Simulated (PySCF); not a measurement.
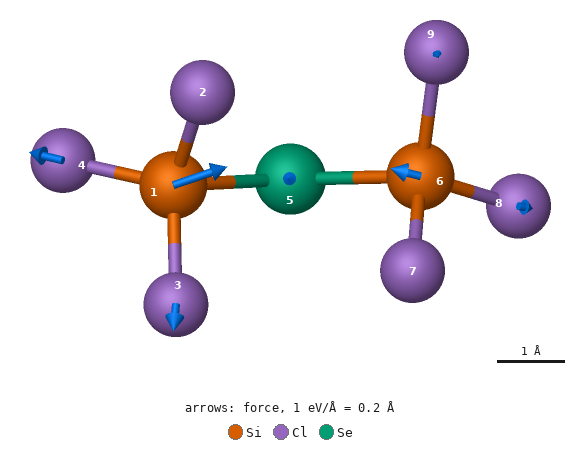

Starting geometry of Si₂SeCl₆ with the computed forces as blue arrows. The picture is a ball-and-stick view, seen at a tilt.

The start comes from GFN2-xTB. Its atoms were then displaced at random by about 0.03 Å.

All numbers below come from PBE0-D3(BJ)/def2-SVP geometry optimisation, gas phase in PySCF 2.14.0, density-fitted response routines. 

Is this structure relaxed? If not, where do the atoms go?

It isn't relaxed: the largest force vector, on Si1, is 4.28 eV/Å. The final displacements follow the starting forces only in part (cosine between the two patterns 0.35). After 9 geometry steps the energy has fallen by 48.7 kJ/mol. Cl2 moves most after the best rigid fit: 0.20 Å. By element the largest moves are Cl 0.20 Å, Si 0.16 Å, Se 0.03 Å. Near-neighbour distances that change, for instance: Si1–Se5 2.399 → 2.266 Å, Si1–Cl4 1.923 → 2.041 Å, Si1–Cl3 1.952 → 2.040 Å, Se5–Si6 2.344 → 2.267 Å. Among the angles between lasting bonds that change: Cl2–Si1–Se5 107.4° → 112.7°, Cl3–Si1–Se5 107.1° → 111.8°, Cl3–Si1–Cl4 112.6° → 108.7°.
